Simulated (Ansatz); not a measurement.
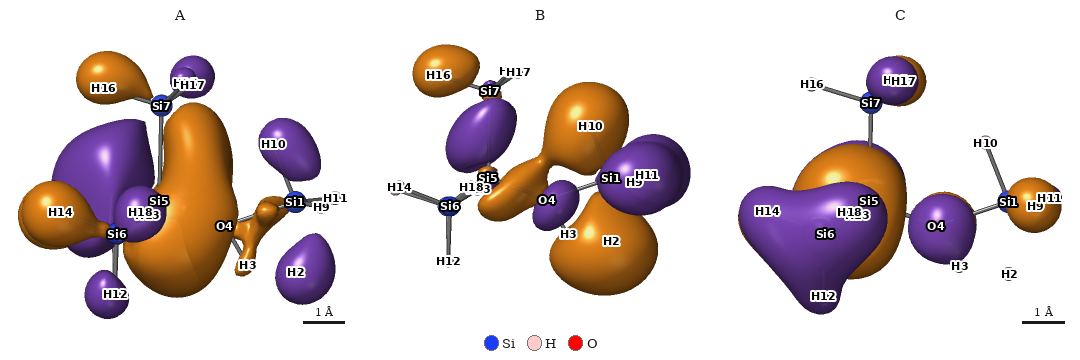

The picture shows: H$_{13}$OSi$_{5}$···H. Three frontier orbitals at ±0.06 Å⁻³ᐟ² (orange and purple are the two phases), in no order.

A transition-state structure; geometry: PBE0-D4/def2-TZVP.

The calculation used RKS PBE0-D4/def2-TZVPP (Ansatz).

| atom | x (Å) | y (Å) | z (Å) |
| --- | --- | --- | --- |
| Si | -2.4223 | -1.2738 | -0.3356 |
| H | -2.3863 | -0.9632 | -2.0317 |
| H | -1.3228 | -0.5038 | -1.7443 |
| O | -0.8267 | -0.4647 | -0.7702 |
| Si | 0.5234 | 0.2559 | -0.0006 |
| Si | 0.3470 | 2.5821 | -0.2141 |
| Si | 0.5397 | -0.3573 | 2.2579 |
| Si | 2.4546 | -0.5355 | -1.0621 |
| H | -3.6680 | -0.4708 | -0.2147 |
| H | -1.9382 | -1.3023 | 1.1013 |
| H | -2.6468 | -2.7189 | -0.5987 |
| H | 0.3545 | 2.9809 | -1.6473 |
| H | -0.9102 | 3.0632 | 0.4179 |
| H | 1.5121 | 3.2054 | 0.4695 |
| H | -0.5942 | 0.2447 | 3.0026 |
| H | 1.8149 | 0.1821 | 2.8114 |
| H | 0.5393 | -1.8340 | 2.4109 |
| H | 2.5796 | -2.0071 | -0.8899 |
| H | 2.4183 | -0.2168 | -2.5149 |
| H | 3.6321 | 0.1339 | -0.4470 |

Q: Which picture is the HOMO−1, the HOMO and the LUMO?

A: C is the HOMO−1 (−8.00 eV). It lies mainly on Si5 (about 30 %), Si6 (about 20 %), Si8 (about 20 %) and O4 (about 10 %). B is the HOMO (−7.28 eV). Its weight (Hirshfeld) is mainly on H2 (about 25 %), Si1 (about 20 %), H10 (about 10 %), H11 (about 10 %), O4 (about 10 %) and H9 (about 5 %). A is the LUMO (−1.25 eV). By Hirshfeld shares it lies mainly on Si5 (about 35 %), Si6 (about 15 %), Si8 (about 15 %), Si7 (about 10 %) and O4 (about 5 %).

Q: What is the HOMO–LUMO gap?

A: 6.03 eV between the orbital energies.
